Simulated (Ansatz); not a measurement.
The parent structure is SrTiO3 in the cubic perovskite structure (space group Pm-3m, No. 221; a = 3.854 Å). Axes: x, y, z lie along the cube axes.

One thing is altered: uniaxial strain ε_zz = +0.60 %, all other strain components held at zero; the atoms relax in the strained cell.

Method: DFT with LDA, PAW potentials and a 420 eV plane-wave cutoff in Ansatz (a quantum-chemistry and plane-wave program), no spin-orbit coupling.

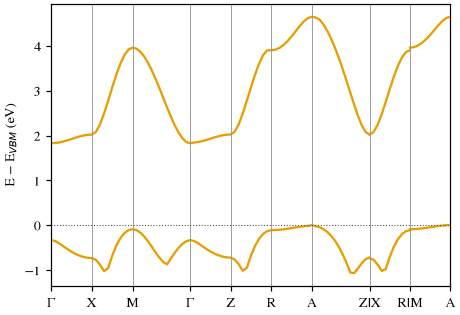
Highest valence and lowest conduction band along the path of the changed cell's own zone

**Question.** From the figure, how large is the changed gap, and is it direct?

**Answer.** About 1.8 eV, indirect, A → Γ.

No phonon test of stability was made. All final runs are without spin polarisation. Many cubic perovskites are stable only at high temperature; tilts and polar distortions were not tested. Labels are those of the standard path for the cell's own space group.
